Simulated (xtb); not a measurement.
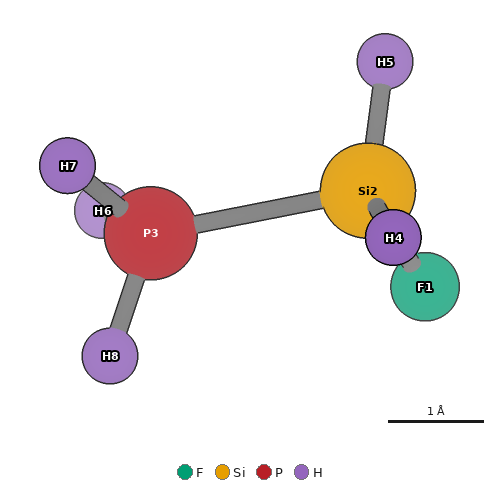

Fig. 1: The structure (ball-and-stick view, seen at a tilt; atoms are numbered from 1 in the order of the input). Bond lengths as drawn: F–Si 1.59 Å, H–P 1.38 Å, H–Si 1.45 Å and P–Si 2.36 Å.

**Energy and gradient calculation of SiPH5F (charge +1)**

System: SiPH5F, charge +1, multiplicity 3, SMILES F[SiH2][PH3+].
Method: GFN0-xTB (xtb 6.7.1).

The geometry is that of the parent species in another charge or spin state. The geometry comes from this level: GFN2-xTB.

Input file (in.coord):
```
$coord angs
    -1.6764600     1.3352900    -0.1217700  F
    -0.5345000     0.6478800    -0.9817800  Si
     0.5112400    -0.5715500     0.7413600  P
    -1.1204300    -0.3643000    -1.8378000  H
     0.4444500     1.6428600    -1.3702300  H
     1.0419200     0.1447800     1.7927200  H
     1.5901200    -1.3372500     0.3632600  H
    -0.2563300    -1.4976900     1.4142400  H
$end
```

Launched with:
```bash
xtb in.coord --grad --gfn 0 --json -c 1 --uhf 2 > out.txt 2> xtb.err
```

The program's output:
```
* xtb version 6.7.1
   ID    Z sym.   atoms
    1    9 F      1
    2   14 Si     2
    3   15 P      3
    4    1 H      4-8

           -------------------------------------------------
          |                Calculation Setup                |
           -------------------------------------------------

          program call               : xtb in.coord --grad --gfn 0 --json -c 1 --uhf 2
          coordinate file            : in.coord
          omp threads                :                     1

           -------------------------------------------------
          |                 G F N 0 - x T B                 |
           -------------------------------------------------

      * Hamiltonian:
        H0-scaling (s, p, d)           2.000000    2.486800    2.270000
        zeta-weighting                 1.000000
      * Dispersion:
        s8                             2.850000
        a1                             0.800000
        a2                             4.600000
        s9                             0.000000
      * Repulsion:
        kExp                           1.500000
        rExp                           1.000000
      * Coulomb:
        alpha                          0.000000
        third order                    atomic
        anisotropic                    false
      * Polar bond correction:
        rad-shift                      0.053700
        strength                      -0.012900
        en-exp                         3.484700
        en-scale                       0.509700

          ...................................................
          :                      SETUP                      :
          :.................................................:
          :  # basis functions                  34          :
          :  # atomic orbitals                  32          :
          :  # shells                           18          :
          :  # electrons                        20          :
          :  electronic temp.          300.0000000     K    :
          :  accuracy                    1.0000000          :
          :  -> integral cutoff          0.2500000E+02      :
          :  -> integral neglect         0.1000000E-07      :
          ...................................................
  Checking positiv definite overlap ...  done.

         #    Occupation            Energy/Eh            Energy/eV
      -------------------------------------------------------------
         1        2.0000           -0.8264198             -22.4880
       ...           ...                  ...                  ...
         5        2.0000           -0.5106313             -13.8950
         6        2.0000           -0.4825767             -13.1316
         7        2.0000           -0.4537793             -12.3480
         8        2.0000           -0.4488163             -12.2129
         9        1.9989           -0.4440730             -12.0838
        10        1.0011           -0.4311868             -11.7332
        11        1.0000           -0.2585109              -7.0344 (HOMO)
        12        0.0000           -0.2341013              -6.3702 (LUMO)
        13                         -0.2266201              -6.1666
        14                         -0.1966025              -5.3498
        15                         -0.1752394              -4.7685
        16                         -0.1221842              -3.3248
       ...                                ...                  ...
        32                          1.0274371              27.9580
      -------------------------------------------------------------
                  HL-Gap            0.0244096 Eh            0.6642 eV
             Fermi-level            0.0000000 Eh            0.0000 eV

 EHT (total)                   0 d,  0 h,  0 min,  0.002 sec
 EHT setup                      ...        0 min,  0.000 sec (  2.360%)
 Coordination number            ...        0 min,  0.000 sec (  0.941%)
 EEQ model density              ...        0 min,  0.000 sec (  1.977%)
 D4 Dispersion                  ...        0 min,  0.000 sec (  4.221%)
 Integral evaluation            ...        0 min,  0.001 sec ( 26.600%)
 Cholesky factorization         ...        0 min,  0.000 sec (  1.510%)
 Zeroth order Hamiltonian       ...        0 min,  0.000 sec ( 13.482%)
 Gradient calculation           ...        0 min,  0.001 sec ( 43.359%)

         :::::::::::::::::::::::::::::::::::::::::::::::::::::
         ::                     SUMMARY                     ::
         :::::::::::::::::::::::::::::::::::::::::::::::::::::
         :: total energy              -9.067491881967 Eh    ::
         :: gradient norm              0.093243566592 Eh/a0 ::
         :: HOMO-LUMO gap              0.664217816486 eV    ::
         ::.................................................::
         :: H0 energy                -10.464808513650 Eh    ::
         :: repulsion energy           0.093488683795 Eh    ::
         :: electrostat energy         1.305087630843 Eh    ::
         :: -> Gsolv                   0.000000000000 Eh    ::
         ::    -> Gsasa                0.000000000000 Eh    ::
         ::    -> Gshift               0.000000000000 Eh    ::
         :: dispersion energy         -0.001259682955 Eh    ::
         :: short-range corr.          0.000000000000 Eh    ::
         :: add. restraining           0.000000000000 Eh    ::
         :: total charge               1.000000000000 e     ::
         :::::::::::::::::::::::::::::::::::::::::::::::::::::

           -------------------------------------------------
          |                Property Printout                |
           -------------------------------------------------

    * Orbital Energies and Occupations

         #    Occupation            Energy/Eh            Energy/eV
      -------------------------------------------------------------
         1        2.0000           -0.8264198             -22.4880
         2        2.0000           -0.6375548             -17.3487
         3        2.0000           -0.5727740             -15.5860
         4        2.0000           -0.5109291             -13.9031
         5        2.0000           -0.5106313             -13.8950
         6        2.0000           -0.4825767             -13.1316
         7        2.0000           -0.4537793             -12.3480
         8        2.0000           -0.4488163             -12.2129
         9        1.9989           -0.4440730             -12.0838
        10        1.0011           -0.4311868             -11.7332
        11        1.0000           -0.2585109              -7.0344 (HOMO)
        12        0.0000           -0.2341013              -6.3702 (LUMO)
        13                         -0.2266201              -6.1666
        14                         -0.1966025              -5.3498
        15                         -0.1752394              -4.7685
        16                         -0.1221842              -3.3248
        17                         -0.1036755              -2.8212
        18                         -0.1033370              -2.8119
        19                         -0.0967001              -2.6313
        20                         -0.0736371              -2.0038
        21                         -0.0576976              -1.5700
        22                         -0.0517509              -1.4082
       ...                                ...                  ...
        32                          1.0274371              27.9580
      -------------------------------------------------------------
                  HL-Gap            0.0244096 Eh            0.6642 eV
             Fermi-level            0.0000000 Eh            0.0000 eV

     #   Z          covCN         q      C6AA      α(0)
     1   9          0.706    -0.206    11.358     3.883
     2  14          3.457     0.568   139.470    22.181
     3  15          3.842     0.143   157.571    22.493
     4   1          0.922     0.059     2.214     2.327
     5   1          0.922     0.059     2.215     2.327
     6   1          0.977     0.131     1.526     1.931
     7   1          0.978     0.117     1.635     1.998
     8   1          0.977     0.131     1.526     1.930

 Mol. C6AA /au·bohr⁶  :       1165.568149
 Mol. C8AA /au·bohr⁸  :      52520.259600
 Mol. α(0) /au        :         59.070697

Wiberg/Mayer (AO) data.
largest (>0.10) Wiberg bond orders for each atom

 ---------------------------------------------------------------------------
     #   Z sym  total        # sym  WBO       # sym  WBO       # sym  WBO
 ---------------------------------------------------------------------------
     1   9      1.432 --     2      1.167     3      0.196
     2  14      3.465 --     1      1.167     5      0.876     4      0.876
                             3      0.492
     3  15      3.572 --     8      0.948     6      0.948     7      0.944
                             2      0.492     1      0.196
     4   1      0.935 --     2      0.876
     5   1      0.935 --     2      0.876
     6   1      0.978 --     3      0.948
     7   1      0.978 --     3      0.944
     8   1      0.978 --     3      0.948
 ---------------------------------------------------------------------------

Topologies differ in total number of bonds
Writing topology from bond orders to xtbtopo.mol

 dipole moment from electron density (au)
     X       Y       Z
   1.1623  -1.2579   1.5195  total (Debye):    5.820

           -------------------------------------------------
          | TOTAL ENERGY               -9.067491881967 Eh   |
          | GRADIENT NORM               0.093243566592 Eh/α |
          | HOMO-LUMO GAP               0.664217816486 eV   |
           -------------------------------------------------

------------------------------------------------------------------------
------------------------------------------------------------------------
 total:
 *  cpu-time:     0 d,  0 h,  0 min,  0.014 sec
 * ratio c/w:     1.000 speedup
 SCF:
 *  cpu-time:     0 d,  0 h,  0 min,  0.003 sec
 * ratio c/w:     1.000 speedup
```

Standard error:
```
normal termination of xtb
```

Results in brief:

```csv
quantity,value
outcome,converged
electrons treated,20
total energy,−9.067492 hartree
dispersion energy,−0.001260 hartree
basis functions,34
largest force,3.558 eV/Å
hardware,"1 thread of Arm Neoverse N1, 98 GiB of memory available, shared host"
peak memory,0.07 GiB
```
